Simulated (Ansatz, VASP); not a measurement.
# Sb (Antimony): VASP beside Ansatz, part 2 of 2

Aim: how closely do two programs agree when they are given the same cell, functional and k mesh?  Valence electrons are named where the data sets of a main pair hold unlike numbers.

VASP 6.6.1 and Ansatz 0.2.0.

So far. Step 3 (VASP: band structure, PBE): At this level the cell is under a pressure of 2.8 GPa, so at these settings it is away from equilibrium.

## (6) VASP: band structure, PBE, spin-orbit coupling

Level of this step: PBE, spin-orbit coupling; plane waves and PAW (Sb) (VASP).

A single point gives forces, pressure and levels at one fixed geometry, so differences don't come from the geometry; what else differs is listed under the comparison.

The input, INCAR:

```
SYSTEM = Sb
PREC = Accurate
ENCUT = 400
EDIFF = 1E-06
NELM = 100
ISMEAR = -1
SIGMA = 0.05
LREAL = .FALSE.
ALGO = Normal
GGA = PE
LNONCOLLINEAR = .TRUE.
MAGMOM = 0 0 0 0 0 0
NBANDS = 22
GGA_COMPAT = .FALSE.
LASPH = .TRUE.
LSORBIT = .TRUE.
LORBIT = 11
LWAVE = .FALSE.
LCHARG = .FALSE.
KPAR = 2
```

The input, POSCAR:

```
Sb
1.0
    2.1542000000      1.2437279499      3.7580000000
   -2.1542000000      1.2437279499      3.7580000000
    0.0000000000     -2.4874558998      3.7580000000
Sb
2
Direct
    0.2334900000      0.2334900000      0.2334900000
    0.7665100000      0.7665100000      0.7665100000
```

The input, KPOINTS:

```
Automatic mesh
0
Gamma
10 10 10
0 0 0
```

The input, KPOINTS_OPT:

```
Line mode
16
Line-mode
Reciprocal
  0.00000000   0.00000000   0.00000000 GAMMA
  0.50000000   0.00000000   0.00000000 L

  0.50000000   0.00000000   0.00000000 L
  0.50000000   0.23968736  -0.23968736 B1

  0.76031264   0.50000000   0.23968736 B
  0.50000000   0.50000000   0.50000000 Z

  0.50000000   0.50000000   0.50000000 Z
  0.00000000   0.00000000   0.00000000 GAMMA

  0.00000000   0.00000000   0.00000000 GAMMA
  0.36984368   0.00000000  -0.36984368 X

  0.63015632   0.36984368   0.00000000 Q
  0.50000000   0.50000000   0.00000000 F

  0.50000000   0.50000000   0.00000000 F
  0.63015632   0.63015632   0.23968736 P1

  0.63015632   0.63015632   0.23968736 P1
  0.50000000   0.50000000   0.50000000 Z

  0.50000000   0.00000000   0.00000000 L
  0.76031264   0.36984368   0.36984368 P
```

PAW data sets: Sb (PBE family, release 64).

Run with:

```bash
mpirun -np 2 vasp_ncl
```

Numbers of over 12 decimals in the logs are rounded to 6 here.

What it wrote:

```text
[... set-up lines as in an earlier step ...]
 entering main loop
       N       E                     dE             d eps       ncg     rms          rms(c)
DAV:   1     0.335772764607E+02    0.33577E+02   -0.28396E+03  5104   0.582E+02
DAV:   2    -0.598150792060E+01   -0.39559E+02   -0.37810E+02  6482   0.117E+02
DAV:   3    -0.836466683341E+01   -0.23832E+01   -0.23530E+01  6318   0.299E+01
DAV:   4    -0.838907425575E+01   -0.24407E-01   -0.24392E-01  5814   0.354E+00
[...]
DAV:   9    -0.838680911931E+01   -0.83893E-04   -0.86156E-05  5632   0.580E-02    0.139E-02
DAV:  10    -0.838682254349E+01   -0.13424E-04   -0.19012E-05  5760   0.279E-02    0.496E-03
DAV:  11    -0.838682283083E+01   -0.28734E-06   -0.13925E-06  5808   0.775E-03
   1 F= -.83868228E+01 E0= -.83861339E+01  d E =-.137794E-02  mag=     0.0000    -0.0000    -0.0000
 Start KPOINTS_OPT (optional k-point list driver)
k-point batch [1-116\144]
       N       E                     dE             ncg
DAV:   1     0.708347182448E+04   -0.16430E+05     5104
DAV:   2     0.244250197600E+04   -0.46410E+04     6648
DAV:   3     0.215565954555E+04   -0.28684E+03     6522
DAV:   4     0.215265870771E+04   -0.30008E+01     5842
DAV:   5     0.215261865586E+04   -0.40052E-01     5968
DAV:   6     0.215261769159E+04   -0.96427E-03     5984
DAV:   7     0.215261766320E+04   -0.28390E-04     5806
DAV:   8     0.215261766229E+04   -0.90625E-06     4190
k-point batch [117-144\144]
       N       E                     dE             ncg
DAV:   1     0.203597845259E+05   -0.50290E+04     1232
DAV:   2     0.192627628538E+05   -0.10970E+04     1656
DAV:   3     0.192002017953E+05   -0.62561E+02     1516
DAV:   4     0.191995881270E+05   -0.61367E+00     1370
DAV:   5     0.191995788035E+05   -0.93236E-02     1406
DAV:   6     0.191995785723E+05   -0.23121E-03     1334
DAV:   7     0.191995785650E+05   -0.72962E-05     1324
DAV:   8     0.191995785648E+05   -0.21894E-06      892
```

From OUTCAR (step 6):

```text
  Total        1.1732565      1.1732565      0.9443448     -0.0000000      0.0000000      0.0000000
  in kB       31.1160243     31.1160243     25.0450390     -0.0000000      0.0000000      0.0000000
  external PRESSURE =      29.0923625 kB  Pullay stress =       0.0000000 kB

 POSITION                                       TOTAL-FORCE (eV/Angst)
 -----------------------------------------------------------------------------------
      0.00000      0.00000      2.63237         0.000000     -0.000000      0.230077
      0.00000      0.00000      8.64163         0.000000      0.000000     -0.230077
 -----------------------------------------------------------------------------------
    total drift:                                0.000000      0.000000     -0.000000

  FREE ENERGIE OF THE ION-ELECTRON SYSTEM (eV)
  ---------------------------------------------------
  free  energy   TOTEN  =        -8.3868228308 eV

  energy  without entropy=       -8.3854448864  energy(sigma->0) =       -8.38613386

 magnetization (x)
# of ion       s       p       d       tot
------------------------------------------
    1       -0.000   0.000   0.000   0.000
    2       -0.000   0.000   0.000   0.000
--------------------------------------------------
tot         -0.000   0.000   0.000   0.000

 magnetization (y)
# of ion       s       p       d       tot
------------------------------------------
    1        0.000   0.000   0.000   0.000
    2        0.000   0.000   0.000   0.000
--------------------------------------------------
tot          0.000   0.000   0.000   0.000

 magnetization (z)
# of ion       s       p       d       tot
------------------------------------------
    1        0.000   0.000   0.000   0.000
    2        0.000   0.000   0.000   0.000
--------------------------------------------------
tot          0.000   0.000   0.000   0.000

[... 1 part as in an earlier step ...]

[... 2 further parts left out ...]
[key lines of the parts left out:]
E-fermi :   7.2435
```

At this level the cell is under a pressure of 2.9 GPa, so at these settings it is away from equilibrium.

## (7) Ansatz: band structure, PBE, spin-orbit coupling

The same cell, functional, mesh and smearing now go to Ansatz, which takes its cutoff from its data sets.

The input, input.yaml:

```yaml
crystal:
  lattice:
    - [2.1542, 1.2437279499, 3.758]
    - [-2.1542, 1.2437279499, 3.758]
    - [0.0, -2.4874558998, 3.758]
  atoms:
    - { symbol: Sb, position: [0.23349, 0.23349, 0.23349] }
    - { symbol: Sb, position: [0.76651, 0.76651, 0.76651] }
hamiltonian:
  xc: pbe
  pseudopotentials: { kind: paw_fr }
magnetization:
  noncollinear: true
  spin_orbit: true
kpoints:
  mp_grid: { grid: [10, 10, 10] }
  band_path:
    path:
      - [0.0, 0.0, 0.0]
      - [0.13333, 0.0, 0.0]
      - [0.3, 0.0, 0.0]
      - [0.46667, 0.0, 0.0]
      - [0.5, 0.04794, -0.04794]
      - [0.5, 0.12783, -0.12783]
      - [0.5, 0.20773, -0.20773]
      - [0.7256, 0.5, 0.2744]
      - [0.63883, 0.5, 0.36117]
      - [0.55206, 0.5, 0.44794]
      - [0.46667, 0.46667, 0.46667]
      - [0.3, 0.3, 0.3]
      - [0.13333, 0.13333, 0.13333]
      - [0.0, 0.0, 0.0]
      - [0.12328, 0.0, -0.12328]
      - [0.22191, 0.0, -0.22191]
      - [0.34519, 0.0, -0.34519]
      - [0.60413, 0.39587, 0.0]
      - [0.56074, 0.43926, 0.0]
      - [0.51735, 0.48265, 0.0]
      - [0.51735, 0.51735, 0.03196]
      - [0.56074, 0.56074, 0.11185]
      - [0.60413, 0.60413, 0.19175]
      - [0.62148, 0.62148, 0.25704]
      - [0.57809, 0.57809, 0.34381]
      - [0.53471, 0.53471, 0.43058]
      - [0.5, 0.0, 0.0]
      - [0.58677, 0.12328, 0.12328]
      - [0.67354, 0.24656, 0.24656]
      - [0.76031, 0.36984, 0.36984]
    npoints: 1
scf:
  occupations: { method: fermi_dirac, width: 0.05 }
  n_extra_bands: 14
output:
  forces: true
  stress: true
  eigenvalues: true
```

Run with:

```bash
ansatz run input.yaml --threads 2 --pin off --max-ram 4608MiB --backend cpu --events-out ev --progress --plain --runs-dir out
```

What it wrote:

```text
[...]
non-collinear run that drives no moment, with spin-orbit: no starting moment large enough to seed its density (crystal.atoms[].spin), no starting occupations that ask for one, no magnetisation constraint and no magnetic field, so the semilocal B_xc is pinned to zero
Crystal: 2 atoms, lattice volume = 60.411 Å³
[...]
k-point 1: bands = [... 26 lower, 8.3960, 8.3960, 8.6285, 8.6285, 11.8264, 11.8264, 12.5203, 12.5203, ... 10 higher]
  k-point 2: bands = [... 26 lower, 8.3406, 8.3406, 8.9155, 8.9155, 11.3655, 11.3655, 11.9634, 11.9634, ... 10 higher]
  k-point 115: bands = [... 26 lower, 9.0088, 9.0088, 9.5217, 9.5217, 10.1013, 10.1013, 10.4188, 10.4188, ... 10 higher]
[key lines of the parts left out:]
SCF converged after 8 iterations
Magnetization: |M| = 0.0000 μB,  M = (+0.0000, +0.0000, +0.0000) μB
Free energy (F): -12973.785368 eV
Fermi energy:    10.044097 eV
P = ⅓ Tr σ = 2.8099 GPa (28.099 kbar)
```

Wall time 58 s (2 threads of Arm Neoverse N1, shared host); peak memory 0.72 GiB.

## (8) Side by side

What differs besides the data sets and the points named for the pairs above, as far as they apply: spin-orbit coupling enters by fully relativistic files in Ansatz and inside the spheres in VASP; the data sets hold 30 valence electrons in Ansatz (on its fully relativistic PAW (standard-fr) files) and 10 in VASP. Total energies have different zeros and are not compared.

Compared:

| quantity | Ansatz | VASP | difference |
| --- | --- | --- | --- |
| pressure (GPa) | 2.81 | 2.91 | -0.10 |

Forces (eV/Å; atoms numbered as in POSCAR):

| atom | Ansatz x, y, z | VASP x, y, z |
| --- | --- | --- |
| Sb1 | 0.000, 0.000, 0.180 | 0.000, 0.000, 0.230 |
| Sb2 | 0.000, 0.000, -0.180 | 0.000, 0.000, -0.230 |

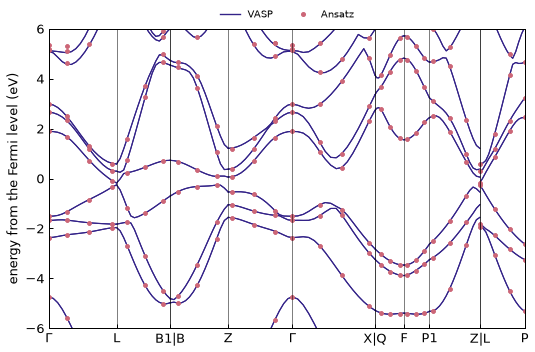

Bands from VASP (lines) and levels from Ansatz (dots). Dots without a line are higher empty bands that the VASP plot leaves out.

The forces differ by 29 meV/Å r.m.s., which is 21.8 % of the r.m.s. force of 0.133 eV/Å (both taken over all components). Levels from 3 eV below to 2 eV above the Fermi level differ by 10 meV r.m.s. and 32 meV at most; each VASP level is matched to the nearest of Ansatz, which flatters the figure a little. Ansatz's pressure holds a Pulay correction of 0.03 GPa; VASP's holds none.

## (9) Further runs

Further runs change the set-up of one program: Ansatz's method, potentials or start, or VASP's data sets, cutoff or form of LDA. The table gives Ansatz less VASP for each quantity, since a change that brings one quantity closer may part another.

| run | r.m.s. force difference (meV/Å) | pressure (GPa) |
| --- | --- | --- |
| as above | 29 | -0.099 |
| Ansatz's larger PAW set (cutoff 430 eV) | 29 | -0.095 |
| norm-conserving potentials (cutoff 1088 eV) | 21 | -0.086 |

## (10) Ansatz: single point, PBE

With cell and atoms fixed, the geometry can't cause a difference; cores, projectors, grids and the points listed under the comparison can.

The input, input.yaml:

```yaml
crystal:
  lattice:
    - [2.1542, 1.2437279499, 3.758]
    - [-2.1542, 1.2437279499, 3.758]
    - [0.0, -2.4874558998, 3.758]
  atoms:
    - { symbol: Sb, position: [0.23349, 0.23349, 0.23349] }
    - { symbol: Sb, position: [0.76651, 0.76651, 0.76651] }
hamiltonian:
  xc: pbe
  pseudopotentials: { kind: paw }
kpoints:
  mp_grid: { grid: [10, 10, 10] }
scf:
  occupations: { method: tetrahedron }
output:
  forces: true
  stress: true
```

What it wrote:

```text
Warning: output.forces, output.stress, relax.cell or npt_langevin: where a Kohn–Sham band that disperses or a degenerate level is filled in part under the method tetrahedron, the forces or the stress that this run publishes need not agree with its energy (scf.occupations.method in the input reference, under Limitations); prefer a smearing scheme for the forces or the stress
[...]
--- Band table (eV; the first three rows and the last of 116) ---
  k-point 0: bands = [... 11 lower, 5.2749, 8.0236, 8.2910, 8.2910, 12.1725, 12.7880, 12.7880, 15.2324]
  k-point 1: bands = [... 11 lower, 4.7864, 8.0611, 8.2640, 8.4713, 12.1237, 12.4908, 12.5253, 14.7779]
  k-point 2: bands = [... 11 lower, 3.7087, 8.0687, 8.2064, 8.8397, 11.6848, 11.8474, 11.8941, 14.7553]
  k-point 115: bands = [... 11 lower, 1.1013, 8.7749, 8.7749, 9.6291, 10.2209, 10.2209, 11.2001, 17.1194]
[key lines of the parts left out:]
SCF converged after 6 iterations
Free energy (F): -12968.955753 eV
Fermi energy:    10.002713 eV
P = ⅓ Tr σ = 2.7165 GPa (27.165 kbar)
```

Elapsed: 6.1 s, on 2 threads; peak memory 0.37 GiB.

The run ends at a pressure of 2.72 GPa, with forces up to 0.18 eV/Å.

## (11) VASP: single point, PBE

The same cell, functional, mesh and smearing now go to VASP, with its own data sets.

The input, INCAR:

```
SYSTEM = Sb
PREC = Accurate
ENCUT = 400
EDIFF = 1E-06
NELM = 100
ISMEAR = -5
SIGMA = 0.05
LREAL = .FALSE.
ALGO = Normal
GGA = PE
NBANDS = 17
LORBIT = 11
LWAVE = .FALSE.
LCHARG = .FALSE.
KPAR = 2
NEDOS = 2001
```

POSCAR is that of step 6.

KPOINTS is that of step 6.

Run with:

```bash
mpirun -np 2 vasp_std
```

What it wrote:

```text
[... set-up lines as in an earlier step ...]
 entering main loop
       N       E                     dE             d eps       ncg     rms          rms(c)
DAV:   1     0.259268454170E+02    0.25927E+02   -0.29201E+03  3944   0.375E+02
DAV:   2    -0.689015841218E+01   -0.32817E+02   -0.31684E+02  5282   0.778E+01
DAV:   3    -0.824343449534E+01   -0.13533E+01   -0.13485E+01  4679   0.163E+01
DAV:   4    -0.825400909797E+01   -0.10575E-01   -0.10570E-01  5167   0.179E+00
[...]
DAV:   9    -0.825140467123E+01   -0.28242E-04   -0.40962E-05  4526   0.278E-02    0.620E-03
DAV:  10    -0.825140597001E+01   -0.12988E-05   -0.37820E-06  5044   0.832E-03    0.161E-03
DAV:  11    -0.825140608357E+01   -0.11356E-06   -0.46090E-07  2987   0.319E-03
   1 F= -.82514061E+01 E0= -.82514061E+01  d E =0.000000E+00
 -----------------------------------------------------------------------------
|                                                                             |
|           W    W    AA    RRRRR   N    N  II  N    N   GGGG   !!!           |
|           W    W   A  A   R    R  NN   N  II  NN   N  G    G  !!!           |
|           W    W  A    A  R    R  N N  N  II  N N  N  G       !!!           |
|           W WW W  AAAAAA  RRRRR   N  N N  II  N  N N  G  GGG   !            |
|           WW  WW  A    A  R   R   N   NN  II  N   NN  G    G                |
|           W    W  A    A  R    R  N    N  II  N    N   GGGG   !!!           |
|                                                                             |
|     Tetrahedron method does not include variations of the Fermi             |
|     occupations, so forces and stress will be inaccurate. We suggest        |
|     using a different smearing scheme ISMEAR = 1 or 2 for metals in         |
|     relaxations.                                                            |
|                                                                             |
 -----------------------------------------------------------------------------
```

From OUTCAR (step 11):

```text
  Total        1.1346781      1.1346781      0.8845956      0.0000000     -0.0000000      0.0000000
  in kB       30.0928843     30.0928843     23.4604264      0.0000000     -0.0000000      0.0000000
  external PRESSURE =      27.8820650 kB  Pullay stress =       0.0000000 kB

 POSITION                                       TOTAL-FORCE (eV/Angst)
 -----------------------------------------------------------------------------------
      0.00000      0.00000      2.63237         0.000000      0.000000      0.230406
      0.00000      0.00000      8.64163         0.000000     -0.000000     -0.230406
 -----------------------------------------------------------------------------------
    total drift:                                0.000000      0.000000     -0.000000

  FREE ENERGIE OF THE ION-ELECTRON SYSTEM (eV)
  ---------------------------------------------------
  free  energy   TOTEN  =        -8.2514060836 eV

  energy  without entropy=       -8.2514060836  energy(sigma->0) =       -8.25140608

[... 2 parts as in an earlier step ...]

[... 1 further part left out ...]
[key lines of the parts left out:]
E-fermi :   7.1904
```

With tetrahedra the forces and stress of a metal are not exact derivatives of the energy.

## (12) Differences

What differs besides the data sets and the points named for the pairs above, as far as they apply: the data sets hold 30 valence electrons in Ansatz (on its default PAW (the set named soft_2) files) and 10 in VASP. Total energies have different zeros and are not compared.

Compared:

| quantity | Ansatz | VASP | difference |
| --- | --- | --- | --- |
| pressure (GPa) | 2.72 | 2.79 | -0.07 |

Forces (eV/Å; atoms numbered as in POSCAR):

| atom | Ansatz x, y, z | VASP x, y, z |
| --- | --- | --- |
| Sb1 | 0.000, 0.000, 0.183 | 0.000, 0.000, 0.230 |
| Sb2 | 0.000, 0.000, -0.183 | 0.000, 0.000, -0.230 |

The forces differ by 27 meV/Å r.m.s., which is 20.4 % of the r.m.s. force of 0.133 eV/Å (both taken over all components). Ansatz's pressure holds a Pulay correction of 0.03 GPa; VASP's holds none.

## (13) What the set-up changes

Further runs change the set-up of one program: Ansatz's method, potentials or start, or VASP's data sets, cutoff or form of LDA. The table gives Ansatz less VASP for each quantity, since a change that brings one quantity closer may part another.

| run | r.m.s. force difference (meV/Å) | pressure (GPa) |
| --- | --- | --- |
| as above | 27 | -0.072 |
| Ansatz's all-electron LAPW method | 27 | -0.066 |
| Ansatz's larger PAW set (cutoff 430 eV) | 27 | -0.069 |
| norm-conserving potentials (cutoff 1088 eV) | 27 | -0.046 |

## (14) Summary of results

```yaml
r_m_s_force_difference_band_structure_pbe: 27 meV/Å
r_m_s_force_difference_band_structure_pbe_spin_orbit_coupling: 29 meV/Å
r_m_s_force_difference_single_point_pbe: 27 meV/Å
```

**Reading.** The r.m.s. force difference is 29 meV/Å (band structure, PBE, spin-orbit coupling), beyond the 12 meV/Å picked in this series as the mark of a large difference. The data sets hold unlike numbers of valence electrons (30 in Ansatz and 10 in VASP), so part of the differences comes from the potentials. Band structure, PBE, norm-conserving potentials (cutoff 1088 eV): the difference in pressure goes from -0.076 to -0.051 GPa. Band structure, PBE, spin-orbit coupling, norm-conserving potentials (cutoff 1088 eV): r.m.s. force difference goes from 29 to 21 meV/Å. Single point, PBE, norm-conserving potentials (cutoff 1088 eV): the difference in pressure goes from -0.072 to -0.046 GPa. 3 further runs of this series are not shown here. How closely two codes agree says nothing of how well the functional describes the real material.

[Lines on the potential files, build, host, timing and source positions are cut from VASP's logs without a mark.]

[Logs are printed without paths, hosts, clocks, repeated set-up lines and the standing remarks that a program may print on its own settings, such as how far it seeks lower states.]

[Hosts, paths, dates, database ids (printed as entryN), source tags and the programs' standing remarks are cut or masked in the printed files.]
